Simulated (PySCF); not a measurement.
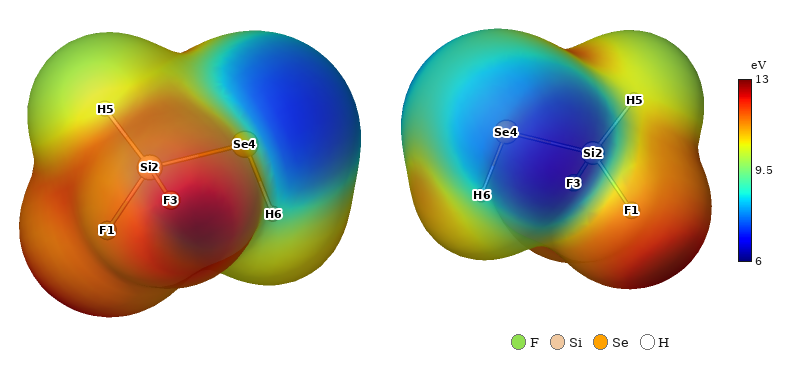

*F₂H₂SeSi, SMILES `F[SiH](F)[SeH]`. Average local ionisation energy on the surface of electron density 0.001 a.u. (back view left, front view right).*

Level of theory: BLYP/def2-TZVP (PySCF), at a geometry from GFN2-xTB. No frequency check shows the geometry to be a minimum. GFN2-xTB bond lengths at metals and heavier atoms can be off by up to 0.1 Å and shapes distorted, which carries into these values.

The calculation's input:

```python
import numpy as np
from pyscf import gto, scf, dft
from pyscf.scf import atom_ks, atom_hf
from scipy.linalg import block_diag

def solve(mol, dm0=None, hcore=None):
    mf = (dft.UKS if mol.spin else dft.RKS)(mol, xc='blyp')
    mf.grids.level = 3
    mf = mf.density_fit(auxbasis='def2-universal-jkfit')
    mf.conv_tol, mf.max_cycle = 1e-8, 80
    if hcore is not None:
        mf.get_hcore = lambda *args: hcore
    mf.kernel(dm0)
    if not mf.converged:
        mf = mf.newton().run(mf.mo_coeff, mf.mo_occ, max_cycle=30)
    assert mf.converged, 'SCF not converged'
    return mf

mol = gto.M(atom='''
F      1.64995     1.22489     0.32457
Si     0.94098     0.00036    -0.40857
F      1.64952    -1.22557     0.32354
Se    -1.26517     0.00011     0.00742
H      1.27350     0.00106    -1.80526
H     -1.12660    -0.00383     1.43990
''', basis='def2-tzvp', charge=0, spin=0, verbose=4)
mf = solve(mol)
mf.analyze()
# spherically averaged free atoms, for the promolecule
atm = atom_ks.get_atm_nrks(mol, xc='blyp')
pro = block_diag(*[(atm[a[0]][2] * atm[a[0]][3]) @ atm[a[0]][2].T for a in mol._atom])
np.savez('result.npz', e=mf.e_tot, c=mf.mo_coeff, occ=mf.mo_occ, eps=mf.mo_energy, pro=pro, dip=mf.dip_moment(verbose=0), s2=mf.spin_square()[0])
```

Command:

```sh
OMP_NUM_THREADS=1 python input.py
```

The run took 22 s on 1 thread of Intel(R) Xeon(R) Platinum 8259CL CPU @ 2.50GHz (Skylake/Cascade Lake) (shared host), peak memory 0.54 GiB.

Partitions, critical points and surface values were worked out afterwards from this run's density.

Locate the minima of the map.

The lowest value is 6.9 eV, 2.4 Å from Se4, and at like points elsewhere. Further minima include 9.8 eV, 1.4 Å from H5; 11.3 eV, 1.7 Å from F1, and at like points elsewhere. For comparison, the highest occupied orbital lies at −6.4 eV.

What volume does the surface enclose, and what is the dipole moment?

About 105 Å³; the dipole moment is 1.2 D.
